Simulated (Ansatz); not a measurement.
# Calculations on Si2H4F4

Part 1: Relaxation

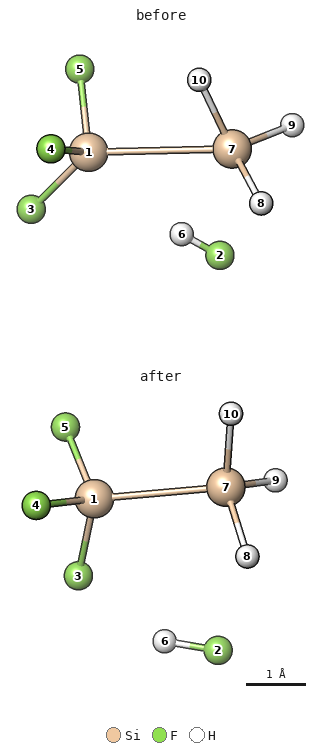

The structure of Si2H4F4 (started from a transition state, displaced along its imaginary mode) before (top) and after (bottom) a relaxation, at one scale.

The picture is a ball-and-stick view, seen at a tilt.

Level of theory: RKS PBE0-D4/def2-TZVP (Ansatz 0.2.0).

Input
```yaml
crystal:
  periodic: [false, false, false]
  atoms:
    - {symbol: Si, position_ang: [-0.905714, -0.929054, -0.018683]}
    - {symbol: F, position_ang: [1.928554, -0.425231, -0.371971]}
    - {symbol: F, position_ang: [-0.644332, -2.491203, -0.309354]}
    - {symbol: F, position_ang: [-1.591944, -0.895080, 1.397435]}
    - {symbol: F, position_ang: [-1.951168, -0.498816, -1.124651]}
    - {symbol: H, position_ang: [1.222455, -0.668758, -0.254267]}
    - {symbol: Si, position_ang: [0.486736, 1.149792, 0.111829]}
    - {symbol: H, position_ang: [1.319771, 1.370149, 1.329175]}
    - {symbol: H, position_ang: [0.990499, 1.805452, -1.124756]}
    - {symbol: H, position_ang: [-0.854757, 1.582749, 0.365143]}
basis:
  gaussian: {orbitals: def2-TZVP}
hamiltonian: {xc: pbe0, dispersion: d4}
relax: {f_tol: 0.005, max_steps: 200}
```

Launched with:
```bash
ansatz run in.yaml --threads 8 --pin off --events-out ev --progress --plain --max-ram 19148MiB
```

Summarise the run.

Answer. After 12 geometry steps the energy has fallen by 289.4 kJ/mol. Largest force component: 20 eV/Å at the start, 0.001 eV/Å at the end. The largest move after the best rigid fit is that of H6, 1.02 Å. Largest moves by element: H 1.02 Å, F 0.82 Å, Si 0.46 Å. Some distances before and after: H6–Si7 1.996 → 3.396 Å, F2–Si7 2.189 → 3.300 Å, Si1–H6 2.157 → 2.973 Å, Si1–Si7 2.506 → 2.330 Å. Bond angles that change, for instance: Si1–Si7–H10 74.9° → 106.2°, F3–Si1–Si7 136.4° → 112.6°, F4–Si1–Si7 100.2° → 112.7°.

Part 2: Relaxation

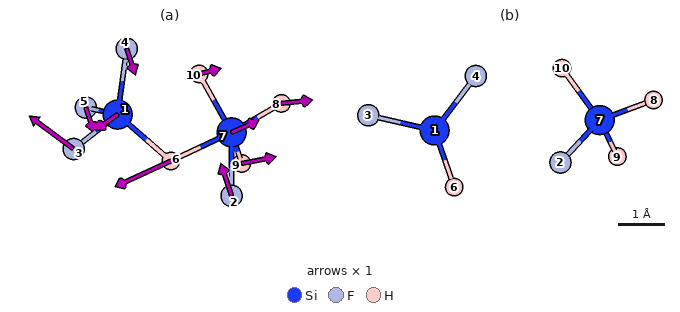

The structure of Si2H4F4 (started from a transition state, displaced along its imaginary mode) before (left) and after (right) a relaxation, at one scale. The purple arrows give the displacements, at their true length.

The picture is a ball-and-stick view, seen at a tilt.

These are results of RKS PBE0-D4/def2-TZVP in Ansatz 0.2.0, not measurements. Settings: force threshold 0.005 eV/Å; at most 200 steps.

Summarise the run.

Answer. H6 moves most after the best rigid fit: 1.69 Å. Largest moves by element: H 1.69 Å, F 1.25 Å, Si 0.82 Å. Among the contacts that change: H6–Si7 1.777 → 4.283 Å, Si1–Si7 2.703 → 4.081 Å, Si1–H6 1.568 → 1.458 Å, Si7–H10 1.578 → 1.479 Å. Bonds break, among them: H6–Si7 (1.78 → 4.28 Å). Bond angles that change, for instance: F2–Si7–H10 150.9° → 108.2°, F3–Si1–H6 96.4° → 109.9°, F2–Si7–H8 95.2° → 107.7°. After 18 geometry steps the energy has fallen by 50.1 kcal/mol. The largest force component goes from 1.9 to 0.0014 eV/Å.

Part 3: Path

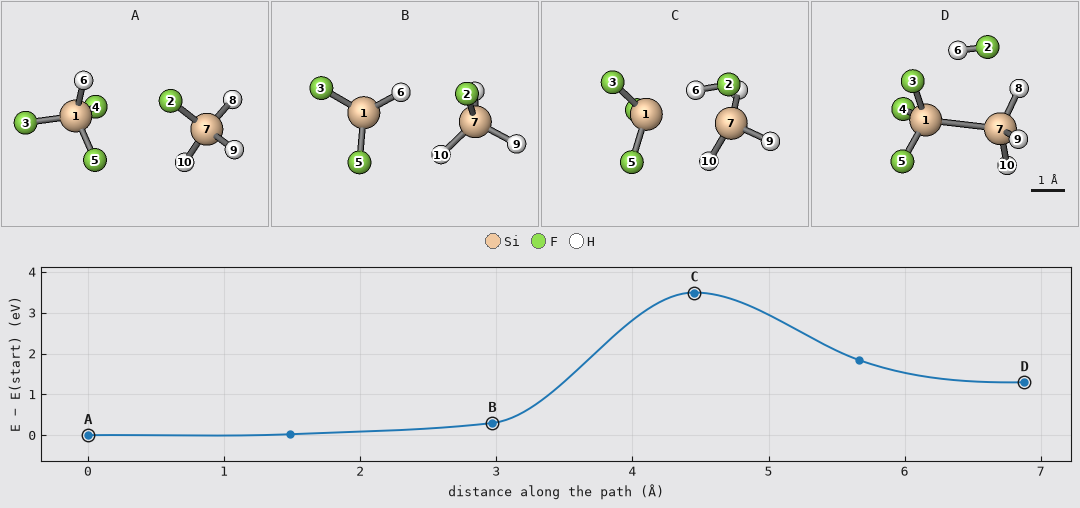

NEB run on Si$_{2}$H$_{4}$F$_{4}$, made up at the start of SiHF3 and SiH₃F. Images are numbered from 0 (start) to 5 (end). Frames A to D are images 0, 2, 3, 5. The picture is a ball-and-stick view, seen from a free direction.

Theory: Ansatz 0.2.0, RKS BHLYP-D4/def2-SVP. Settings: 4 movable images; climbing image.

> What happens along the path, and what is the barrier?

Forward barrier 3.49 eV, backward barrier 2.20 eV, with image 3 at the top; the reaction energy is +1.30 eV. Breaking: F2–Si7 (1.61 → 1.94 at the top → 3.30 Å), Si1–H6 (1.46 → 1.90 at the top → 2.97 Å). Forming: F2–H6 (2.81 → 1.07 at the top → 0.93 Å), Si1–Si7 (4.08 → 2.67 at the top → 2.33 Å). The band converged in 30 iterations. The largest component of the band force went from 5.7 to 0.048 eV/Å. The climbing image converged on the top of the path. Its curvatures weren't checked. The largest force component is 0.97 eV/Å at the start and 0.58 eV/Å at the end; an end with forces this large is no minimum, and the barrier measured from it can be far off.

Limits of the set-up: the start holds two separate molecules, 2.8 Å apart at their closest, whose relative position is a soft coordinate.

The run took 3.4 min on 8 threads of Arm Neoverse N1, on a shared host.
